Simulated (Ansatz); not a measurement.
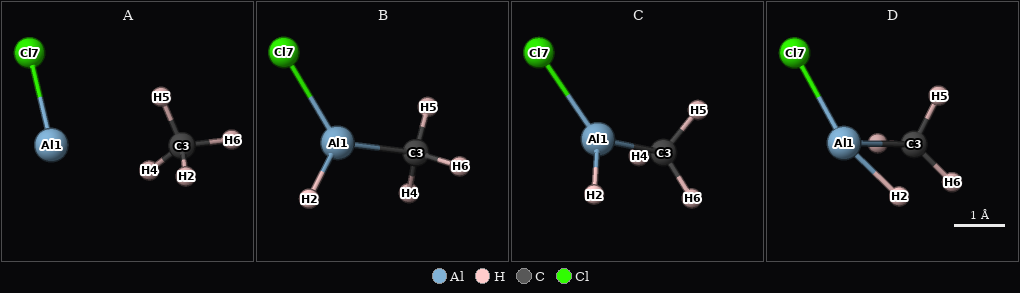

4 geometries from a converged minimum-energy path of CH₄AlCl, shuffled. The picture is a ball-and-stick view, seen at a tilt.

Computed with RKS PBE/def2-SVP in Ansatz 0.2.0. Run with 9 movable images; climbing image; force threshold 0.03 eV/Å; iteration limit 60; starting path through a guess of the saddle point.

**Which frame is the top of the path?**

D. In order along the path, whose images run from 0 to 10: B (image 0, 0.0 kcal/mol), C (image 2, +2.0 kcal/mol), D (image 4, +72.3 kcal/mol), A (image 9, +10.8 kcal/mol). Breaking: Al1–C3 (1.95 → 2.21 at the top → 3.97 Å), Al1–H2 (1.60 → 1.58 at the top → 3.65 Å). Forming: H2–C3 (3.15 → 1.77 at the top → 1.11 Å).

Cost: 5.9 min on 1 thread of Intel(R) Xeon(R) Processor @ 2.50GHz (Skylake/Cascade Lake), on a shared host, peak memory 0.14 GiB.
